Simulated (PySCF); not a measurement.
Potential energy curve for SMILES C#C, singlet. The C1–H4 bond (C1 also carries C; H4 carries nothing else) is varied alone, starting from the PBE0/def2-TZVP optimised geometry.

```
4

C      0.0000     0.0000     0.0000
C      0.0000     0.0001    -1.1970
H      0.0000     0.0001    -2.2618
H      0.0000     0.0000     1.0647
```

Computed with: UHF/6-31G (PySCF); RHF/6-31G (PySCF); RCCSD = CCSD on RHF/6-31G, 2 core orbitals frozen (PySCF); NEVPT2 = PySCF with SC-NEVPT2 on CASSCF(2,2)/6-31G, all electrons correlated.

Energies are in kJ/mol, each relative to the lowest point of its own curve near equilibrium.

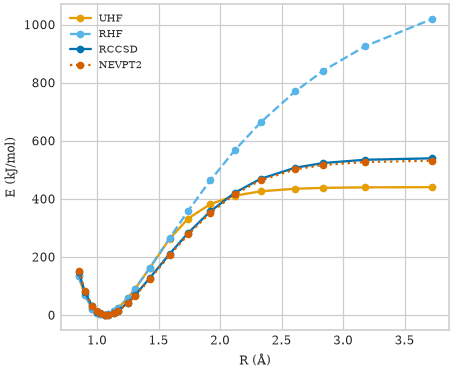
Energy against bond length for each method.

| R / Å | UHF | RHF | RCCSD | NEVPT2 |
|---|---|---|---|---|
| 0.85 | 134.2 | 134.2 | 148.9 | 153.1 |
| 0.90 | 68.5 | 68.5 | 80.0 | 83.1 |
| 0.96 | 22.3 | 22.3 | 29.7 | 31.7 |
| 1.00 | 6.6 | 6.6 | 11.2 | 12.4 |
| 1.02 | 2.4 | 2.4 | 5.5 | 6.4 |
| 1.06 | 0.0 | 0.0 | 0.0 | 0.2 |
| 1.09 | 2.6 | 2.6 | 0.3 | 0.0 |
| 1.14 | 13.8 | 13.8 | 7.3 | 6.3 |
| 1.17 | 23.7 | 23.7 | 14.7 | 13.2 |
| 1.25 | 58.9 | 58.9 | 42.6 | 40.2 |
| 1.31 | 91.1 | 91.1 | 69.0 | 65.9 |
| 1.43 | 163.4 | 163.4 | 128.5 | 124.4 |
| 1.59 | 262.4 | 265.2 | 210.7 | 205.9 |
| 1.74 | 332.0 | 358.6 | 282.5 | 277.5 |
| 1.92 | 381.7 | 463.3 | 356.7 | 351.7 |
| 2.12 | 410.7 | 567.6 | 421.1 | 416.3 |
| 2.33 | 425.8 | 663.2 | 468.9 | 463.9 |
| 2.61 | 434.6 | 769.6 | 506.9 | 501.2 |
| 2.84 | 437.7 | 841.2 | 523.3 | 516.7 |
| 3.18 | 439.4 | 925.4 | 534.4 | 526.7 |
| 3.72 | 440.1 | 1018.4 | 539.4 | 531.0 |

At the longest distance, 3.72 Å, RHF lies highest above its minimum (1018.4 kJ/mol) and UHF lowest (440.1 kJ/mol).

The unrestricted determinant behind UHF is spin-contaminated at 1.59 to 3.72 Å (<S²> up to 1.4, against 0.00 for a pure singlet). The restricted form behind RHF keeps the bonding electrons paired and can't separate into open-shell fragments. The T1 diagnostic of CCSD on the restricted reference of RCCSD exceeds 0.045 at 2.61 to 3.72 Å.
